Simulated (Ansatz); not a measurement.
# CH₄ClNOSi: up Jacob's ladder to CCSD(T)

How much do the methods differ for CH₄ClNOSi? The plan is to run it at one geometry with functionals of several rungs and with coupled cluster, and see how far each lands from CCSD(T) at the basis-set limit for the atomisation energy.

The runs use Ansatz 0.2.0, Gaussian basis; functionals in def2-TZVPP, the program's frozen cores in correlated methods.

Levels to be run: LDA (SPW92), PBE-D4, revPBE-D4, BLYP-D4, r2SCAN-D4, B97M-V, PBE0-D4, B3LYP-D4, r2SCANh-D4, r2SCAN0-D4, HSE06-D4, BHLYP-D4, CAM-B3LYP-D4, LC-ωPBE, ωB97X-V, ωB97M-V, B2PLYP, PBE-QIDH; CCSD(T)/def2-SVP; CCSD(T)/def2-TZVPP; MP2/def2-QZVPP; extrapolation to the limit; RPA on PBE.

## Step 1: Structure used throughout

All runs share one geometry, relaxed beforehand with PBE0-D4 in a triple-zeta def2 set.

SMILES `N[Si@H]1O[C@H]1Cl`, 9 atoms, charge 0, spin multiplicity 1.

Atoms are counted from 1 here; the program's logs count them from 0.

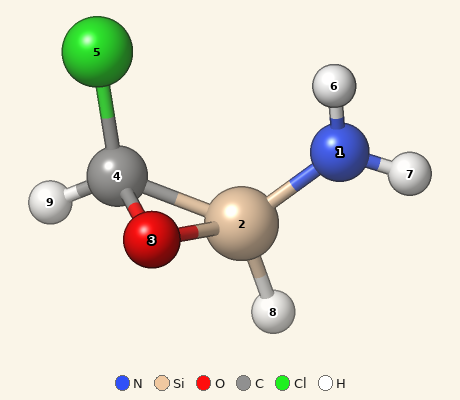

The geometry (nitrogen blue, silicon light orange, oxygen red, carbon grey, chlorine green, hydrogen white); atoms are numbered from 1 in the order of the file.

## Step 2: LDA

This LDA is Slater exchange with PW92 correlation.

in.yaml reads:

```yaml
crystal:
  periodic: [false, false, false]
  atoms:
    - {symbol: N, position_ang: [-0.411970, -0.724241, -1.388103]}
    - {symbol: Si, position_ang: [0.264000, -0.610697, 0.144667]}
    - {symbol: O, position_ang: [1.361054, 0.584906, 0.517476]}
    - {symbol: C, position_ang: [0.091687, 0.873406, 1.152773]}
    - {symbol: Cl, position_ang: [-0.736056, 2.292626, 0.472952]}
    - {symbol: H, position_ang: [-0.742779, 0.075782, -1.901031]}
    - {symbol: H, position_ang: [-0.458708, -1.585536, -1.903032]}
    - {symbol: H, position_ang: [0.555411, -1.960069, 0.660183]}
    - {symbol: H, position_ang: [0.165960, 1.007424, 2.227015]}
basis:
  gaussian: {orbitals: def2-TZVPP}
hamiltonian: {xc: lda}
output: {orbitals: {seedname: orbitals}}
```

Started as:

```console
$ ansatz run in.yaml --threads 4 --pin off --events-out ev --progress --plain --max-ram 10444MiB
```

The runs that follow: PBE-D4 (GGA); revPBE-D4 (GGA); BLYP-D4 (GGA); r2SCAN-D4 (meta-GGA); B97M-V (meta-GGA); PBE0-D4 (hybrid); B3LYP-D4 (hybrid); r2SCANh-D4 (hybrid); r2SCAN0-D4 (hybrid); HSE06-D4 (hybrid); BHLYP-D4 (hybrid); CAM-B3LYP-D4 (range-separated); LC-ωPBE (range-separated); ωB97X-V (range-separated); ωB97M-V (range-separated); B2PLYP (double hybrid); PBE-QIDH (double hybrid); CCSD(T) in def2-SVP; CCSD(T) in def2-TZVPP; MP2 in def2-QZVPP; RPA on PBE orbitals.

**Question.** What will the summary of the whole plan be? Wanted: atomisation energy, CCSD(T)/CBS; farthest beyond LDA; mean size of error, GGA; mean size of error, meta-GGA; mean size of error, hybrid; mean size of error, range-separated; mean size of error, double hybrid; gap, smallest and largest; T1 diagnostic.

As calculated:

```
                               quantity                                                                                      value
        atomisation energy, CCSD(T)/CBS                                                                              3223.3 kJ/mol
 functionals within 16.1 kJ/mol (0.5 %)  revPBE-D4, BLYP-D4, r2SCAN-D4, B97M-V, PBE0-D4, B3LYP-D4, HSE06-D4, CAM-B3LYP-D4, LC-ωPBE
                    farthest beyond LDA                                                                   BHLYP-D4 (-145.6 kJ/mol)
                mean size of error, GGA                                                                                34.2 kJ/mol
           mean size of error, meta-GGA                                                                                 7.2 kJ/mol
             mean size of error, hybrid                                                                                43.2 kJ/mol
    mean size of error, range-separated                                                                                13.3 kJ/mol
      mean size of error, double hybrid                                                                                42.3 kJ/mol
              gap, smallest and largest                                                  4.95 eV (LDA (SPW92)), 12.13 eV (LC-ωPBE)
                          T1 diagnostic                                                                                     0.0127
triples share of the correlation energy                                                                                      4.1 %
```

LDA overbinds by 552.6 kJ/mol (17 %). PBE-D4 misses by +91.9 kJ/mol. Double hybrids carry the basis error of their MP2 part in triple zeta, and no dispersion term here, so their miss is partly the set-up's. The rungs meta-GGA, range-separated miss on average by less than the doubt on the reference (16.1 kJ/mol), so they tie. The reference freezes the cores and leaves out relativity and excitations past (T), so misses under about 16.1 kJ/mol can't be ranked. Hartree-Fock recovers 67 % of the binding; the rest is correlation. CCSD(T) in def2-SVP is off by -293.9 kJ/mol, worse than the median functional, from the basis alone. Orbital gaps span 5.0 to 12.1 eV; exact exchange widens them.
